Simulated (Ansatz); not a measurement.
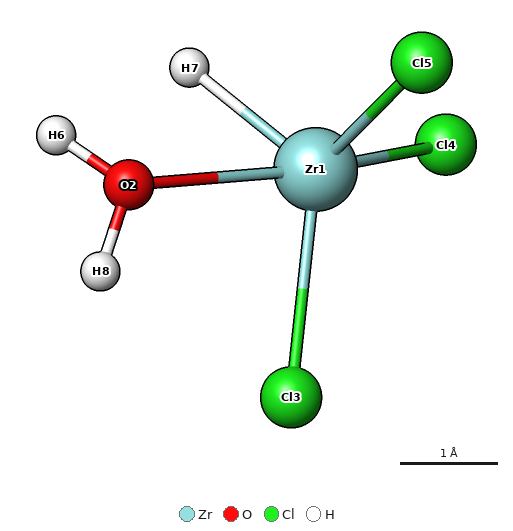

Figure 1. The input geometry (ball-and-stick view, seen at a tilt; atoms are numbered from 1 in the order of the input). Sticks mark near contacts. Bond lengths as drawn: Cl–Zr 2.33 to 2.38 Å, H–O 0.96 Å, H–Zr 1.84 Å and O–Zr 2.33 Å.

# Molecular dynamics of ZrH$_{3}$Cl$_{3}$O

System: ZrH$_{3}$Cl$_{3}$O.
Method: RKS PBE0-D4/def2-SVP (Ansatz 0.2.0).

Some settings of this run were made unusual or wrong on purpose. Figures and captions count atoms from 1; the log counts them from 0 in places.

Input file
```yaml
crystal:
  periodic: [false, false, false]
  atoms:
    - {symbol: Zr, position_ang: [-0.592923, 0.205819, -0.559213]}
    - {symbol: O, position_ang: [1.212606, -0.123528, 0.882610]}
    - {symbol: Cl, position_ang: [0.242411, -1.869938, -1.356046]}
    - {symbol: Cl, position_ang: [-2.784377, 0.206360, -1.341478]}
    - {symbol: Cl, position_ang: [0.375551, 2.173296, -1.353064]}
    - {symbol: H, position_ang: [1.008577, -0.054669, 1.820089]}
    - {symbol: H, position_ang: [-1.183510, 0.390798, 1.175423]}
    - {symbol: H, position_ang: [1.721663, -0.928138, 0.731679]}
basis:
  gaussian: {orbitals: def2-SVP}
hamiltonian: {xc: pbe0, dispersion: d4}
md: {n_steps: 25, timestep: 0.5, temperature: 20000, ensemble: nve, seed: 664, initial_velocities: maxwell_boltzmann}
```

Hardware: 8 threads of Arm Neoverse V1, 23 GiB of memory available, shared host.

Run as:
```bash
ansatz run in.yaml --threads 8 --pin off --events-out ev --progress --plain --max-ram 19148MiB
```

The program's output
```
Functional definition: PBE0
  name "PBE0"
  cite "Adamo & Barone, J. Chem. Phys. 110, 6158 (1999) doi:10.1063/1.478522"
  cite "Perdew, Burke & Ernzerhof, Phys. Rev. Lett. 77, 3865 (1996) doi:10.1103/PhysRevLett.77.3865"
  parent pbe
  parameter a = 0.25
  parameter kappa = 0.804
  parameter beta = 0.06672455060314922
  exchange = (1 - a)*pbe_x(kappa = kappa, mu = beta*pi^2/3) + a*exact_x
  correlation = pbe_c(beta = beta)
1170 factors; integrals over basis functions are off by at most 3.6e-4 eV
mean field evaluation 1: about -40919.6575 eV, gradient 4.2e1 eV
mean field evaluation 2: about -40915.8106 eV, gradient 6.1e1 eV
mean field evaluation 4: about -40922.9030 eV, gradient 4.0e0 eV
mean field evaluation 8: about -40922.9453 eV, gradient 4.3e-2 eV
mean field evaluation 16: about -40922.9453 eV, gradient 2.1e-5 eV
mean field -40922.94534325 eV, -1503.8905027959 hartree, gradient 2.1e-5 eV, S^2 0.000000; 0 other end points of the search recorded, 0 dependent functions left out
the calculation of the forces begins
reference -40922.94540840 eV, -1503.8905051902 hartree; 37, 37 occupied and 77, 77 virtual orbitals, 1170 factors
md step     0: t =     0.00 fs  T = 20000.0 K  F+E_penalty+E_count = -40923.16524365 eV  E_kin = 15.511200 eV  conserved = -40907.65404377 eV  (26 SCF iters)
these checks for a lower state are left out or cut short: starts, cluster_reference, orbital_swaps, neighbouring_geometries, increment
1170 factors; integrals over basis functions are off by at most 6.1e-4 eV
mean field -40922.20053689 eV, -1503.8631316669 hartree, gradient 1.5e-5 eV, S^2 0.000000; 0 other end points of the search recorded, 0 dependent functions left out
the calculation of the forces begins
reference -40922.20060184 eV, -1503.8631340539 hartree; 37, 37 occupied and 77, 77 virtual orbitals, 1170 factors
md step     1: t =     0.50 fs  T = 19240.4 K  F+E_penalty+E_count = -40922.41817929 eV  E_kin = 14.922108 eV  conserved = -40907.49607169 eV  (30 SCF iters, 13 dispersion substeps)
[... from here on the SCF iterations and repeated set-up lines of each step are left out, up to the last step ...]
md step     2: t =     1.00 fs  T = 17645.2 K  F+E_penalty+E_count = -40921.13904450 eV  E_kin = 13.684946 eV  conserved = -40907.45409868 eV  (33 SCF iters, 13 dispersion substeps)
md step     3: t =     1.50 fs  T = 16114.2 K  F+E_penalty+E_count = -40919.94277882 eV  E_kin = 12.497554 eV  conserved = -40907.44522512 eV  (34 SCF iters, 13 dispersion substeps)
md step     4: t =     2.00 fs  T = 14842.9 K  F+E_penalty+E_count = -40918.95847441 eV  E_kin = 11.511561 eV  conserved = -40907.44691317 eV  (34 SCF iters, 13 dispersion substeps)
md step     5: t =     2.50 fs  T = 13809.0 K  F+E_penalty+E_count = -40918.16087335 eV  E_kin = 10.709708 eV  conserved = -40907.45116532 eV  (36 SCF iters, 13 dispersion substeps)
md step     6: t =     3.00 fs  T = 12942.9 K  F+E_penalty+E_count = -40917.49232709 eV  E_kin = 10.037990 eV  conserved = -40907.45433693 eV  (38 SCF iters, 13 dispersion substeps)
md step     7: t =     3.50 fs  T = 12190.2 K  F+E_penalty+E_count = -40916.91001088 eV  E_kin = 9.454203 eV  conserved = -40907.45580821 eV  (39 SCF iters, 13 dispersion substeps)
md step     8: t =     4.00 fs  T = 11523.9 K  F+E_penalty+E_count = -40916.39370678 eV  E_kin = 8.937491 eV  conserved = -40907.45621577 eV  (41 SCF iters, 13 dispersion substeps)
md step     9: t =     4.50 fs  T = 10938.8 K  F+E_penalty+E_count = -40915.93986592 eV  E_kin = 8.483704 eV  conserved = -40907.45616197 eV  (42 SCF iters, 13 dispersion substeps)
md step    10: t =     5.00 fs  T = 10440.1 K  F+E_penalty+E_count = -40915.55286100 eV  E_kin = 8.096921 eV  conserved = -40907.45594047 eV  (44 SCF iters, 13 dispersion substeps)
md step    11: t =     5.50 fs  T = 10035.3 K  F+E_penalty+E_count = -40915.23861922 eV  E_kin = 7.782947 eV  conserved = -40907.45567255 eV  (46 SCF iters, 13 dispersion substeps)
md step    12: t =     6.00 fs  T =  9731.8 K  F+E_penalty+E_count = -40915.00281564 eV  E_kin = 7.547564 eV  conserved = -40907.45525196 eV  (53 SCF iters, 13 dispersion substeps)
md step    13: t =     6.50 fs  T =  9539.3 K  F+E_penalty+E_count = -40914.85250219 eV  E_kin = 7.398272 eV  conserved = -40907.45422977 eV  (70 SCF iters, 13 dispersion substeps)
md step    14: t =     7.00 fs  T =  9455.6 K  F+E_penalty+E_count = -40914.79163119 eV  E_kin = 7.333401 eV  conserved = -40907.45823029 eV  (60 SCF iters, 13 dispersion substeps)
md step    15: t =     7.50 fs  T =  9444.8 K  F+E_penalty+E_count = -40914.78564144 eV  E_kin = 7.324980 eV  conserved = -40907.46066154 eV  (46 SCF iters, 13 dispersion substeps)
md step    16: t =     8.00 fs  T =  9458.7 K  F+E_penalty+E_count = -40914.79853427 eV  E_kin = 7.335801 eV  conserved = -40907.46273352 eV  (43 SCF iters, 13 dispersion substeps)
md step    17: t =     8.50 fs  T =  9460.3 K  F+E_penalty+E_count = -40914.80126069 eV  E_kin = 7.337001 eV  conserved = -40907.46425936 eV  (41 SCF iters, 13 dispersion substeps)
md step    18: t =     9.00 fs  T =  9428.4 K  F+E_penalty+E_count = -40914.77603312 eV  E_kin = 7.312278 eV  conserved = -40907.46375534 eV  (40 SCF iters, 13 dispersion substeps)
md step    19: t =     9.50 fs  T =  9385.2 K  F+E_penalty+E_count = -40914.73860939 eV  E_kin = 7.278790 eV  conserved = -40907.45981955 eV  (39 SCF iters, 13 dispersion substeps)
md step    20: t =    10.00 fs  T =  9413.8 K  F+E_penalty+E_count = -40914.75517987 eV  E_kin = 7.300983 eV  conserved = -40907.45419677 eV  (39 SCF iters, 13 dispersion substeps)
md step    21: t =    10.50 fs  T =  9619.8 K  F+E_penalty+E_count = -40914.91273711 eV  E_kin = 7.460706 eV  conserved = -40907.45203132 eV  (39 SCF iters, 13 dispersion substeps)
md step    22: t =    11.00 fs  T = 10046.3 K  F+E_penalty+E_count = -40915.24678703 eV  E_kin = 7.791494 eV  conserved = -40907.45529302 eV  (37 SCF iters, 13 dispersion substeps)
md step    23: t =    11.50 fs  T = 10643.9 K  F+E_penalty+E_count = -40915.71493645 eV  E_kin = 8.254951 eV  conserved = -40907.45998592 eV  (39 SCF iters, 13 dispersion substeps)
md step    24: t =    12.00 fs  T = 11331.1 K  F+E_penalty+E_count = -40916.25103157 eV  E_kin = 8.787964 eV  conserved = -40907.46306724 eV  (39 SCF iters, 13 dispersion substeps)
these checks for a lower state are left out or cut short: starts, cluster_reference, orbital_swaps, neighbouring_geometries, increment
1169 factors; integrals over basis functions are off by at most 1.1e-3 eV
mean field -40916.62689685 eV, -1503.6583041735 hartree, gradient 1.7e-5 eV, S^2 0.000000; 0 other end points of the search recorded, 0 dependent functions left out
the calculation of the forces begins
reference -40916.62696161 eV, -1503.6583065535 hartree; 37, 37 occupied and 77, 77 virtual orbitals, 1169 factors
1169 factors; integrals over basis functions are off by at most 1.1e-3 eV
mean field evaluation 256: about -40916.6269 eV, gradient 5.8e-4 eV
mean field -40916.62689685 eV, -1503.6583041735 hartree, gradient 1.7e-5 eV, S^2 0.000000; 1 other end points of the search recorded, 0 dependent functions left out
the calculation of the forces begins
reference -40916.62696161 eV, -1503.6583065535 hartree; 37, 37 occupied and 77, 77 virtual orbitals, 1169 factors
md step    25: t =    12.50 fs  T = 12049.2 K  F+E_penalty+E_count = -40916.81122904 eV  E_kin = 9.344865 eV  conserved = -40907.46636450 eV  (37 SCF iters, 13 dispersion substeps)
```

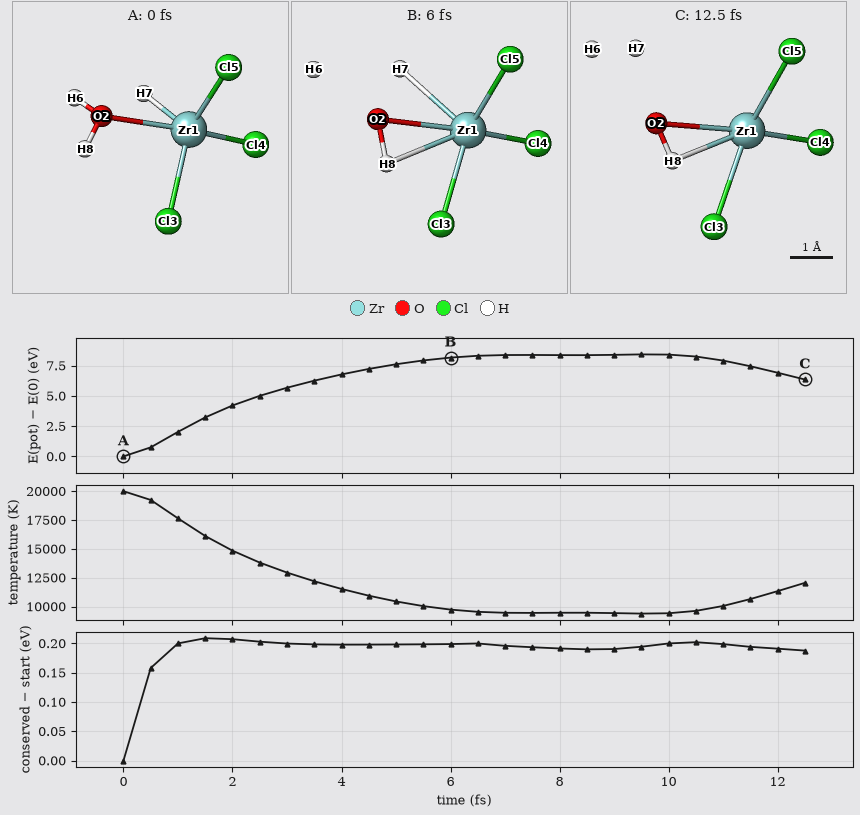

Figure 2. Frames of the molecular dynamics (ball-and-stick, seen at a tilt) above the curves, on which the letters mark them. The trajectory kept here has 26 frames over 12.5 fs. The temperature starts at 20000 K, ranges from 9385 to 20000 K and averages 9944 K over the second half. The potential energy ends 6.354 eV above its first value. The conserved quantity stays within 0.21 eV. After an unweighted best fit of the last frame on the first, the root-mean-square displacement is 1.13 Å, and H6 has moved furthest (2.17 Å).

```
Total energy: -40916.81129380 eV, -1503.6650806363 hartree
Atom 0 at    -0.623117     0.151321    -0.585298 Å, force     4.180981     0.632978    -0.366425 eV/Å
Atom 1 at     1.441765    -0.323990     0.730564 Å, force    -4.391443     1.424830    -1.820589 eV/Å
Atom 2 at     0.391965    -2.122895    -1.243171 Å, force    -1.794676     1.508781    -0.562964 eV/Å
Atom 3 at    -2.992002     0.285028    -1.374849 Å, force     1.963086    -0.235899     0.994436 eV/Å
Atom 4 at     0.441668     2.561649    -1.387866 Å, force    -1.457461    -2.956704     0.843888 eV/Å
Atom 5 at    -0.438764     0.245736     3.970840 Å, force     0.114879     2.078479    -4.443379 eV/Å
Atom 6 at    -0.396123     0.753717     2.886975 Å, force    -0.123339    -2.074346     4.412563 eV/Å
Atom 7 at     1.193924    -1.006121     0.071247 Å, force     1.507973    -0.378119     0.942470 eV/Å
Dipole moment:    -0.755287    -0.216377     0.150249 e Å
```

Trajectory as extended XYZ (Å, eV, eV/Å), 12 of the 26 frames kept, from step=0 to step=25
```
8
Properties=species:S:1:pos:R:3:forces:R:3 step=0 time_fs=0.0 energy=-40923.16524 temperature=20000.0
Zr   -0.5929    0.2058   -0.5592    0.0712  -0.0080   0.1208
O     1.2126   -0.1235    0.8826   -0.1508   0.1587  -0.2659
Cl    0.2424   -1.8699   -1.3560    0.0284  -0.0558   0.0123
Cl   -2.7844    0.2064   -1.3415   -0.0774  -0.0024  -0.0356
Cl    0.3756    2.1733   -1.3531    0.0321   0.0920  -0.0317
H     1.0086   -0.0547    1.8201   -0.0057  -0.0205   0.1976
H    -1.1835    0.3908    1.1754    0.0020  -0.0069  -0.0050
H     1.7217   -0.9281    0.7317    0.1003  -0.1572   0.0075
8
Properties=species:S:1:pos:R:3:forces:R:3 step=2 time_fs=1.0 energy=-40921.13904 temperature=17645.2
Zr   -0.5967    0.2009   -0.5620    0.1772   0.5651   1.2094
O     1.2396   -0.1407    0.8693   -2.6578   2.7205   5.3860
Cl    0.2555   -1.8914   -1.3468   -0.0719   0.1857   0.0636
Cl   -2.8022    0.2128   -1.3448    0.1717  -0.0345   0.0586
Cl    0.3822    2.2070   -1.3566   -0.2378  -0.4828   0.1305
H     0.9025   -0.0341    2.1766    1.5268  -0.8822  -6.1024
H    -1.1560    0.4492    1.3155    0.1819  -0.1548  -0.9924
H     1.6446   -0.9478    0.6161    0.9100  -1.9170   0.2467
8
Properties=species:S:1:pos:R:3:forces:R:3 step=5 time_fs=2.5 energy=-40918.16087 temperature=13809.0
Zr   -0.6022    0.1936   -0.5660    0.9529   1.0693   1.7775
O     1.2773   -0.1637    0.8548   -1.5948   0.9567   1.9377
Cl    0.2752   -1.9234   -1.3328   -0.3215   0.5405   0.0378
Cl   -2.8289    0.2225   -1.3498    0.5173  -0.0788   0.2301
Cl    0.3920    2.2573   -1.3617   -0.6099  -1.2326   0.3254
H     0.7673   -0.0177    2.6101    0.4093  -0.4959  -4.0359
H    -1.1110    0.5337    1.5077    0.3557  -0.2928  -1.1373
H     1.5434   -1.0082    0.4479    0.2909  -0.4663   0.8647
8
Properties=species:S:1:pos:R:3:forces:R:3 step=7 time_fs=3.5 energy=-40916.91001 temperature=12190.2
Zr   -0.6058    0.1889   -0.5685    1.7109   1.1777   1.7278
O     1.3011   -0.1780    0.8469   -1.3807  -1.1193  -0.4385
Cl    0.2881   -1.9446   -1.3235   -0.5484   0.7062  -0.0635
Cl   -2.8466    0.2289   -1.3530    0.7061  -0.1037   0.3499
Cl    0.3984    2.2904   -1.3651   -0.8221  -1.6277   0.4259
H     0.6839   -0.0133    2.8475   -0.1923  -0.1659  -2.9709
H    -1.0771    0.5867    1.6222    0.4564  -0.3386  -0.7922
H     1.4807   -1.0571    0.3451    0.0702   1.4713   1.7615
8
Properties=species:S:1:pos:R:3:forces:R:3 step=9 time_fs=4.5 energy=-40915.93987 temperature=10938.8
Zr   -0.6093    0.1843   -0.5707    2.4177   1.2173   1.6305
O     1.3240   -0.1931    0.8388   -1.8372  -2.2699  -2.0551
Cl    0.3010   -1.9656   -1.3142   -0.7789   0.8038  -0.1969
Cl   -2.8640    0.2353   -1.3562    0.8683  -0.1249   0.4587
Cl    0.4045    2.3231   -1.3683   -0.9943  -1.9366   0.5071
H     0.5987   -0.0107    3.0562   -0.5702   0.0983  -2.3616
H    -1.0387    0.6364    1.7290    0.5815  -0.4039  -0.4325
H     1.4190   -1.0925    0.2591    0.3132   2.6158   2.4498
8
Properties=species:S:1:pos:R:3:forces:R:3 step=11 time_fs=5.5 energy=-40915.23862 temperature=10035.3
Zr   -0.6124    0.1799   -0.5728    3.1248   1.1509   1.3915
O     1.3458   -0.2094    0.8295   -2.6237  -2.5568  -3.0157
Cl    0.3136   -1.9864   -1.3049   -1.0108   0.8772  -0.3385
Cl   -2.8812    0.2417   -1.3592    1.0028  -0.1407   0.5613
Cl    0.4104    2.3552   -1.3714   -1.1350  -2.1722   0.5719
H     0.5082   -0.0071    3.2421   -0.8568   0.3385  -2.0215
H    -0.9948    0.6823    1.8318    0.7526  -0.4943   0.0671
H     1.3605   -1.1032    0.1963    0.7462   2.9974   2.7837
8
Properties=species:S:1:pos:R:3:forces:R:3 step=14 time_fs=7.0 energy=-40914.79163 temperature=9455.6
Zr   -0.6165    0.1734   -0.5757    4.2025   0.8519   0.7306
O     1.3754   -0.2367    0.8120   -3.9478  -1.6466  -3.6130
Cl    0.3320   -2.0171   -1.2913   -1.3217   1.0620  -0.4668
Cl   -2.9065    0.2512   -1.3635    1.1496  -0.1453   0.7147
Cl    0.4186    2.4024   -1.3757   -1.2950  -2.3997   0.6560
H     0.3560    0.0053    3.4853   -1.3248   0.7972  -1.6342
H    -0.9142    0.7416    1.9895    1.2740  -0.8755   1.0385
H     1.2872   -1.0667    0.1517    1.2632   2.3560   2.5742
8
Properties=species:S:1:pos:R:3:forces:R:3 step=16 time_fs=8.0 energy=-40914.79853 temperature=9458.7
Zr   -0.6187    0.1692   -0.5774    4.2516   0.8062   0.4789
O     1.3922   -0.2562    0.7977   -4.0532   0.0285  -2.6594
Cl    0.3438   -2.0372   -1.2823   -1.4222   1.2506  -0.4280
Cl   -2.9230    0.2574   -1.3660    1.3145  -0.1584   0.7801
Cl    0.4237    2.4330   -1.3784   -1.3478  -2.5484   0.7122
H     0.2396    0.0224    3.6269   -1.4009   0.9720  -1.8587
H    -0.8463    0.7714    2.1055    1.3172  -1.0445   1.4588
H     1.2527   -1.0134    0.1529    1.3408   0.6940   1.5161
8
Properties=species:S:1:pos:R:3:forces:R:3 step=18 time_fs=9.0 energy=-40914.77603 temperature=9428.4
Zr   -0.6205    0.1651   -0.5792    4.2121   0.7335   0.2011
O     1.4067   -0.2756    0.7819   -3.6172   2.8843  -0.3239
Cl    0.3553   -2.0570   -1.2734   -1.5020   1.4689  -0.3521
Cl   -2.9391    0.2636   -1.3684    1.4827  -0.1728   0.8403
Cl    0.4283    2.4629   -1.3809   -1.3894  -2.6767   0.7575
H     0.1098    0.0487    3.7506   -1.3957   1.1638  -2.2969
H    -0.7659    0.7912    2.2356    1.2994  -1.2098   1.9956
H     1.2308   -0.9542    0.1677    0.9100  -2.1911  -0.8216
8
Properties=species:S:1:pos:R:3:forces:R:3 step=20 time_fs=10.0 energy=-40914.75518 temperature=9413.8
Zr   -0.6218    0.1611   -0.5809    4.1644   0.6614  -0.0610
O     1.4190   -0.2934    0.7659   -2.8230   5.6890   2.2700
Cl    0.3663   -2.0764   -1.2647   -1.5728   1.6402  -0.2997
Cl   -2.9548    0.2698   -1.3706    1.6423  -0.1884   0.8948
Cl    0.4326    2.4921   -1.3831   -1.4209  -2.7829   0.7937
H    -0.0333    0.0862    3.8522   -1.3089   1.4136  -2.8751
H    -0.6730    0.7994    2.3849    1.2221  -1.4313   2.6731
H     1.2174   -0.9162    0.1744    0.0967  -5.0016  -3.3956
8
Properties=species:S:1:pos:R:3:forces:R:3 step=23 time_fs=11.5 energy=-40915.71494 temperature=10643.9
Zr   -0.6229    0.1552   -0.5835    4.1415   0.6169  -0.3206
O     1.4341   -0.3137    0.7442   -3.4008   4.0263   0.7017
Cl    0.3820   -2.1046   -1.2517   -1.7070   1.6469  -0.4059
Cl   -2.9775    0.2790   -1.3733    1.8495  -0.2153   0.9615
Cl    0.4383    2.5344   -1.3861   -1.4495  -2.9015   0.8306
H    -0.2705    0.1688    3.9509   -0.7960   1.8872  -3.9578
H    -0.5126    0.7851    2.6593    0.7547  -1.8815   3.8852
H     1.1997   -0.9448    0.1270    0.6076  -3.1788  -1.6948
8
Properties=species:S:1:pos:R:3:forces:R:3 step=25 time_fs=12.5 energy=-40916.81123 temperature=12049.2
Zr   -0.6231    0.1513   -0.5853    4.1810   0.6330  -0.3664
O     1.4418   -0.3240    0.7306   -4.3914   1.4248  -1.8206
Cl    0.3920   -2.1229   -1.2432   -1.7947   1.5088  -0.5630
Cl   -2.9920    0.2850   -1.3748    1.9631  -0.2359   0.9944
Cl    0.4417    2.5616   -1.3879   -1.4575  -2.9567   0.8439
H    -0.4388    0.2457    3.9708    0.1149   2.0785  -4.4434
H    -0.3961    0.7537    2.8870   -0.1233  -2.0743   4.4126
H     1.1939   -1.0061    0.0712    1.5080  -0.3781   0.9425
```

What the run reported

| quantity | value |
| --- | --- |
| outcome | finished |
| mean temperature over the second half | 9944 K |
| trajectory | 25 steps, 12.5 fs |
| ensemble | nve |
| temperature in the input | 20000 K |
| time step | 0.5 fs |
| potential energy (last step) | −40916.8113 eV |
| mean-field energy (last step) | −40916.6270 eV |
| dispersion energy (last step) | −0.1843 eV |
| SCF solution under orbital rotations (last step) | stable |
| largest force (length of the vector) (last step) | 4.963 eV/Å |
| dipole moment (last step) | 3.84 D |
| wall time | 41 s (CPU time 4.8 min) |
| peak memory | 0.54 GiB |

What went wrong

The input was spoiled on purpose: far too hot. The run converged all the same; its numbers are those of the faulty input and shouldn't be used. So short a trajectory is not equilibrated.
